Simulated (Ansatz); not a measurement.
# Ge₃H₈: what the fields show

```yaml
atoms:
  - { symbol: Ge, position_ang: [-0.8146, 0.0166, -0.5783] }
  - { symbol: Ge, position_ang: [-0.8512, -0.0197, 1.8383] }
  - { symbol: H, position_ang: [-0.1943, -1.3091, 2.3582] }
  - { symbol: H, position_ang: [-2.2927, 0.0452, 2.3679] }
  - { symbol: H, position_ang: [-0.0692, 1.1810, 2.3950] }
  - { symbol: Ge, position_ang: [1.4550, 0.0054, -1.4098] }
  - { symbol: H, position_ang: [2.1763, -1.2769, -0.9631] }
  - { symbol: H, position_ang: [2.2252, 1.2136, -0.8531] }
  - { symbol: H, position_ang: [1.4789, 0.0730, -2.9451] }
  - { symbol: H, position_ang: [-1.5401, 1.2777, -1.0839] }
  - { symbol: H, position_ang: [-1.5732, -1.2068, -1.1260] }
```

Geometry: r2SCAN-D4/def2-SVP.

Computed with Ansatz, RKS PBE0-D4/def2-TZVP.

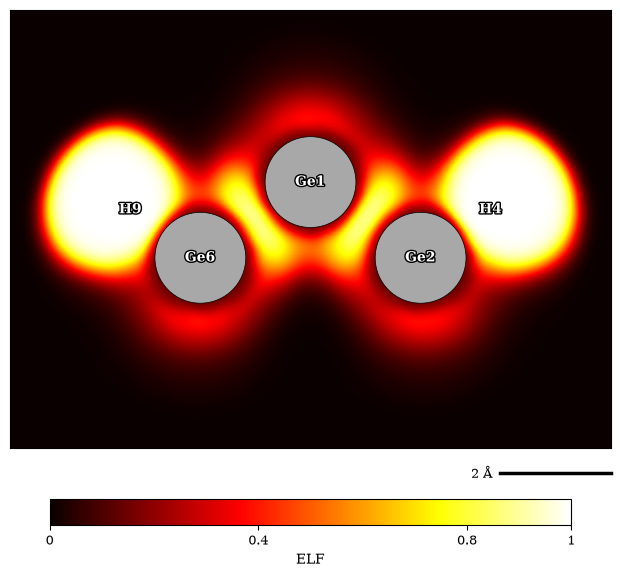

Figure 1. Electron localisation function on the plane of atoms Ge1, Ge6 and H9. Grey discs cover the atomic cores.

What do the fields say about this system?

Answer. The plane passes through Ge and H nuclei. Ge–Ge (2.42 Å): the ELF peaks at about 0.85 between the atoms, as expected for localised, covalent bonding. Ge–H (1.54 Å): the ELF climbs to about 1 towards the hydrogen.

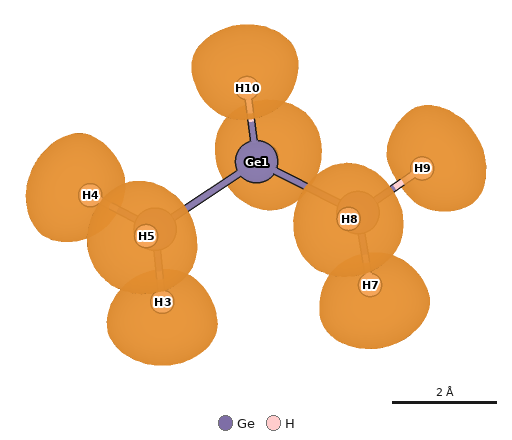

Figure 2. Isosurface of the ELF at 0.9 (orange), seen at a tilt. Only the valence region is drawn (cores and ρ < 0.01 e/Å³ removed).

Where are the electrons localised?

Answer. The surface consists of eight regions around hydrogen nuclei.

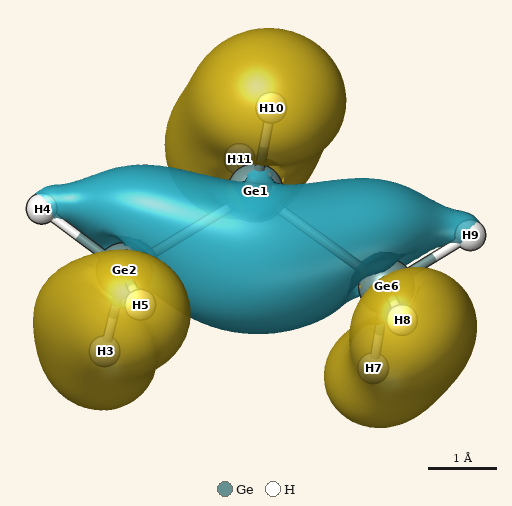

Figure 3. The HOMO−1 at ±0.06 Å⁻³ᐟ² (yellow and cyan are the two phases), seen at a tilt.

What is the character of this orbital?

Answer. It lies mainly on Ge1 (about 35 %), Ge2 (about 15 %), Ge6 (about 15 %), H10 (about 10 %) and H11 (about 10 %). Its energy is −8.51 eV.
